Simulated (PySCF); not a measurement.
## Geometry relaxation of C8H13F

The run: geometry relaxation of C8H13F, SMILES F[C@]12CCC[C@H]1CCC2. Method and program: PBE0-D3(BJ)/def2-SVP geometry optimisation, gas phase (PySCF 2.14.0).

It belongs to a series of runs on one base structure; here: H on C replaced by F.

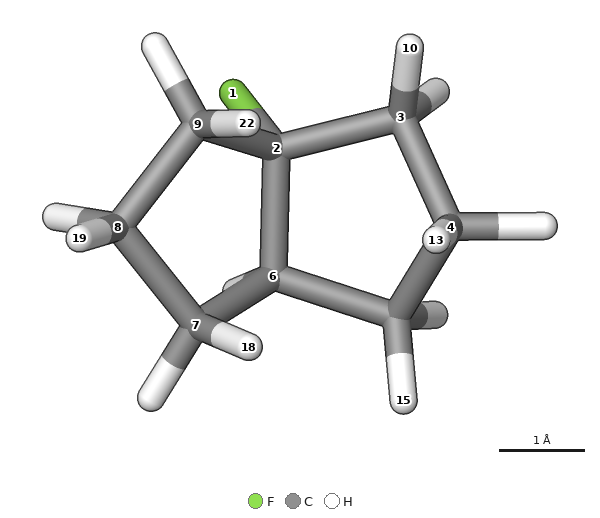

*The structure as given in the input (stick view, seen at a tilt; atoms are numbered from 1 in the order of the input).*

**The input**
```
{"job": {"xc": "PBE0", "basis": "def2-SVP", "d3": "d3bj", "grid": 1, "shake": 0.01, "kind": "geom"}, "charge": 0, "multiplicity": 1}
F      0.419430     0.589850     2.204730
C      0.051570     0.520180     0.852170
C     -1.431640     0.912630     0.665610
C     -1.878010    -0.026830    -0.419380
C     -1.228800    -1.358230    -0.080540
C      0.179570    -0.935570     0.365410
C      1.225540    -0.907020    -0.766320
C      2.096900     0.318620    -0.456620
C      1.060140     1.346220     0.054680
H     -1.535640     1.965260     0.434190
H     -1.944910     0.715170     1.619430
H     -2.990980    -0.108370    -0.424840
H     -1.606530     0.331070    -1.404140
H     -1.767250    -1.825970     0.765980
H     -1.210580    -2.057690    -0.907920
H      0.548200    -1.548830     1.194010
H      1.796590    -1.814780    -0.823430
H      0.701150    -0.754180    -1.717210
H      2.645730     0.654400    -1.311380
H      2.754680     0.082480     0.357110
H      1.489810     2.127450     0.634010
H      0.559940     1.778500    -0.822050
```

The first line tells a small driver script what to run in PySCF; the rest is the geometry in Å.

Launch command:
```bash
OMP_NUM_THREADS=1 python <driver script> task.json out
```

**Output**
```
step   0  E = -411.78201734  max force = 0.037259
step   1  E = -411.78838913  max force = 0.006317
step   2  E = -411.78860391  max force = 0.001329
step   3  E = -411.78862005  max force = 0.000329
step   4  E = -411.78862777  max force = 0.000246
optimisation converged
```

**Trajectory as extended XYZ (Å, eV, eV/Å), 5 frames, from step=0 to step=4**
```
22
Properties=species:S:1:pos:R:3:forces:R:3 step=0 energy=-11205.15943
F     0.4194    0.5898    2.2047   -0.1943   0.0600  -0.3082
C     0.0516    0.5202    0.8522    0.0369   0.3787   0.7158
C    -1.4316    0.9126    0.6656    1.1713  -0.3846   0.5238
C    -1.8780   -0.0268   -0.4194   -1.9159  -0.4245   0.3222
C    -1.2288   -1.3582   -0.0805    0.3428   0.4586   0.6805
C     0.1796   -0.9356    0.3654    0.0825  -0.3457  -0.4323
C     1.2255   -0.9070   -0.7663   -0.4035   1.0594   0.5068
C     2.0969    0.3186   -0.4566   -1.8502  -0.1198   0.4103
C     1.0601    1.3462    0.0547   -0.1300  -1.4997  -1.2225
H    -1.5356    1.9653    0.4342   -0.1677   0.5676  -0.1331
H    -1.9449    0.7152    1.6194   -0.0454  -0.0719  -0.0361
H    -2.9910   -0.1084   -0.4248    0.3951   0.0260  -0.1785
H    -1.6065    0.3311   -1.4041    0.3732   0.1998  -0.6219
H    -1.7672   -1.8260    0.7660    0.0520   0.0288  -0.1841
H    -1.2106   -2.0577   -0.9079   -0.0515  -0.4181  -0.4023
H     0.5482   -1.5488    1.1940    0.0766  -0.0262   0.1853
H     1.7966   -1.8148   -0.8234    0.4104  -0.8320  -0.1585
H     0.7012   -0.7542   -1.7172    0.0052  -0.0314  -0.2973
H     2.6457    0.6544   -1.3114    0.7130   0.3901  -0.7305
H     2.7547    0.0825    0.3571    0.8461  -0.2212   0.6399
H     1.4898    2.1275    0.6340    0.3767   1.0138   0.7719
H     0.5599    1.7785   -0.8220   -0.1234   0.1925  -0.0511
22
Properties=species:S:1:pos:R:3:forces:R:3 step=1 energy=-11205.33281
F     0.4965    0.6577    2.0359   -0.0216  -0.0174  -0.0099
C     0.0371    0.5505    0.7306   -0.0578  -0.0145  -0.0720
C    -1.4422    0.9189    0.6512   -0.0215   0.1220  -0.0296
C    -1.9999   -0.0049   -0.4281    0.1762   0.0764  -0.0840
C    -1.2918   -1.3290   -0.1381   -0.0182  -0.1234  -0.1440
C     0.1366   -0.9222    0.2367   -0.0311  -0.0014   0.0771
C     1.1480   -0.8935   -0.9165    0.1146  -0.2457  -0.0515
C     2.0133    0.3261   -0.6248    0.2253   0.0456  -0.1229
C     0.9779    1.3468   -0.1740    0.1719   0.3243   0.3248
H    -1.6037    1.9909    0.4517   -0.0102  -0.0514   0.0489
H    -1.9007    0.6804    1.6252    0.0327   0.0111  -0.0078
H    -3.0944   -0.0790   -0.4147   -0.1038  -0.0086   0.0088
H    -1.7184    0.3689   -1.4322   -0.0192  -0.0425   0.1010
H    -1.7857   -1.8247    0.7121    0.0011  -0.0180   0.0299
H    -1.3199   -2.0356   -0.9858   -0.0200   0.0488   0.0783
H     0.5333   -1.5225    1.0700   -0.0014   0.0022  -0.0223
H     1.7199   -1.8358   -1.0015   -0.0813   0.1416   0.0051
H     0.6208   -0.7532   -1.8779    0.0032   0.0118   0.0257
H     2.6207    0.6593   -1.4876   -0.0977  -0.0665   0.1560
H     2.7081    0.1043    0.2081   -0.0914   0.0535  -0.1058
H     1.3912    2.2130    0.3829   -0.1254  -0.2219  -0.1879
H     0.4258    1.7392   -1.0435   -0.0245  -0.0259  -0.0180
22
Properties=species:S:1:pos:R:3:forces:R:3 step=2 energy=-11205.33866
F     0.4910    0.6522    2.0366    0.0088  -0.0065   0.0225
C     0.0362    0.5495    0.7298    0.0048  -0.0158  -0.0421
C    -1.4409    0.9225    0.6508   -0.0028   0.0009  -0.0264
C    -1.9970   -0.0021   -0.4287   -0.0161   0.0101   0.0019
C    -1.2935   -1.3310   -0.1409   -0.0057  -0.0033  -0.0156
C     0.1357   -0.9247    0.2363   -0.0023   0.0216   0.0149
C     1.1517   -0.8976   -0.9157    0.0117  -0.0227  -0.0024
C     2.0151    0.3278   -0.6278    0.0174   0.0021  -0.0140
C     0.9797    1.3486   -0.1698    0.0332   0.0388   0.0684
H    -1.6029    1.9939    0.4575   -0.0075  -0.0067   0.0097
H    -1.8956    0.6826    1.6254    0.0061  -0.0041   0.0055
H    -3.0949   -0.0749   -0.4146    0.0033   0.0014  -0.0059
H    -1.7154    0.3699   -1.4299    0.0033  -0.0080   0.0088
H    -1.7869   -1.8264    0.7112    0.0048   0.0041   0.0047
H    -1.3261   -2.0364   -0.9860   -0.0075   0.0087   0.0049
H     0.5306   -1.5252    1.0695    0.0008   0.0016  -0.0014
H     1.7228   -1.8350   -1.0005   -0.0041   0.0193   0.0084
H     0.6238   -0.7576   -1.8758   -0.0013   0.0077  -0.0020
H     2.6170    0.6590   -1.4882   -0.0157  -0.0061   0.0125
H     2.7104    0.1123    0.2009   -0.0027   0.0015  -0.0078
H     1.3883    2.2117    0.3786   -0.0175  -0.0301  -0.0324
H     0.4235    1.7367   -1.0393   -0.0110  -0.0146  -0.0121
22
Properties=species:S:1:pos:R:3:forces:R:3 step=3 energy=-11205.33910
F     0.4919    0.6491    2.0375    0.0025   0.0002   0.0067
C     0.0370    0.5486    0.7299    0.0008  -0.0033  -0.0169
C    -1.4404    0.9221    0.6514    0.0011   0.0024  -0.0050
C    -1.9978   -0.0006   -0.4286   -0.0047   0.0010   0.0131
C    -1.2946   -1.3296   -0.1416    0.0005  -0.0026   0.0001
C     0.1354   -0.9245    0.2360   -0.0046   0.0065  -0.0052
C     1.1524   -0.8978   -0.9153   -0.0063   0.0017  -0.0056
C     2.0159    0.3277   -0.6284   -0.0052  -0.0021   0.0093
C     0.9806    1.3480   -0.1689   -0.0011  -0.0038   0.0091
H    -1.6035    1.9935    0.4611   -0.0030   0.0038   0.0057
H    -1.8932    0.6801    1.6265    0.0015  -0.0041   0.0024
H    -3.0957   -0.0728   -0.4148    0.0044   0.0016  -0.0028
H    -1.7157    0.3712   -1.4292    0.0051   0.0008  -0.0038
H    -1.7873   -1.8245    0.7111    0.0022   0.0020   0.0014
H    -1.3293   -2.0342   -0.9868   -0.0006  -0.0028  -0.0025
H     0.5299   -1.5254    1.0691   -0.0025  -0.0013   0.0002
H     1.7239   -1.8342   -0.9996    0.0039  -0.0043   0.0038
H     0.6247   -0.7570   -1.8756    0.0012   0.0004  -0.0017
H     2.6153    0.6586   -1.4897    0.0002   0.0047  -0.0073
H     2.7127    0.1132    0.1988    0.0055  -0.0038   0.0020
H     1.3880    2.2117    0.3760    0.0014   0.0113   0.0003
H     0.4222    1.7326   -1.0390   -0.0021  -0.0082  -0.0033
22
Properties=species:S:1:pos:R:3:forces:R:3 step=4 energy=-11205.33931
F     0.4933    0.6472    2.0376    0.0029   0.0006  -0.0014
C     0.0376    0.5480    0.7298   -0.0008   0.0029   0.0022
C    -1.4397    0.9220    0.6532    0.0018   0.0006   0.0034
C    -1.9977    0.0011   -0.4277   -0.0037  -0.0022   0.0060
C    -1.2954   -1.3288   -0.1424    0.0000   0.0015   0.0034
C     0.1350   -0.9246    0.2351    0.0000  -0.0006  -0.0062
C     1.1524   -0.8983   -0.9158   -0.0060   0.0077  -0.0034
C     2.0159    0.3274   -0.6289   -0.0035  -0.0009   0.0077
C     0.9806    1.3475   -0.1690   -0.0065  -0.0126  -0.0079
H    -1.6034    1.9939    0.4659   -0.0007   0.0021   0.0025
H    -1.8911    0.6778    1.6284    0.0003  -0.0034  -0.0006
H    -3.0955   -0.0704   -0.4143   -0.0003   0.0017  -0.0026
H    -1.7149    0.3736   -1.4280    0.0031   0.0016  -0.0028
H    -1.7875   -1.8236    0.7107    0.0001   0.0005  -0.0003
H    -1.3312   -2.0329   -0.9879    0.0002  -0.0016  -0.0018
H     0.5289   -1.5260    1.0680   -0.0020  -0.0014   0.0007
H     1.7240   -1.8345   -0.9993    0.0028  -0.0050   0.0015
H     0.6252   -0.7571   -1.8763    0.0018  -0.0026  -0.0005
H     2.6140    0.6585   -1.4909    0.0032   0.0047  -0.0058
H     2.7139    0.1129    0.1975    0.0028  -0.0031   0.0011
H     1.3872    2.2127    0.3738    0.0031   0.0127   0.0050
H     0.4209    1.7292   -1.0397    0.0015  -0.0033   0.0000
```

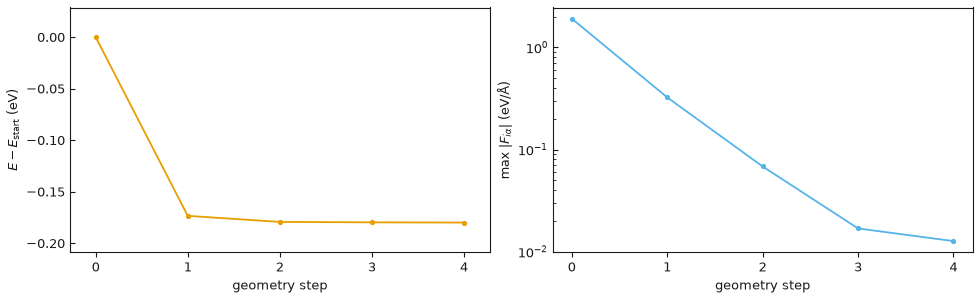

*Progress of the relaxation, step by step (steps are counted from 0).*

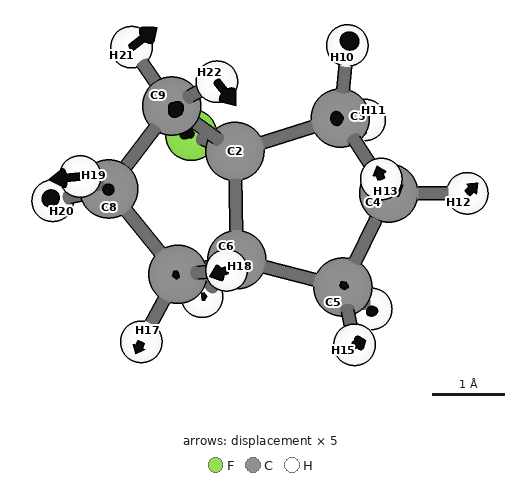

*The starting structure with the displacements as black arrows, magnified 5 times (ball-and-stick view, seen at a tilt). The two geometries are laid on each other by the best rigid fit.*

After 4 geometry steps the energy has fallen by 0.180 eV. The largest force component goes from 1.9 to 0.013 eV/Å. The atom that moves furthest after the best rigid fit is H21 (0.12 Å). Largest moves by element: H 0.12 Å, C 0.07 Å, F 0.06 Å. Among the contacts that change: C9–H21 1.063 → 1.099 Å, C7–H17 1.074 → 1.100 Å, C3–C4 1.503 → 1.526 Å, C8–C9 1.547 → 1.525 Å. Among the angles that change: H19–C8–H20 111.1° → 107.6°, C3–C4–H12 110.2° → 113.3°, C5–C4–H13 112.7° → 110.1°. (Atoms are counted from 1 in the order of the input.)

**Key numbers**

```csv
quantity,value
outcome,converged
total energy,−411.788628 hartree
dipole moment,1.66 D
point group,C1
hardware,"1 CPU thread, shared host"
wall time,3.5 min
peak memory,0.79 GiB
```
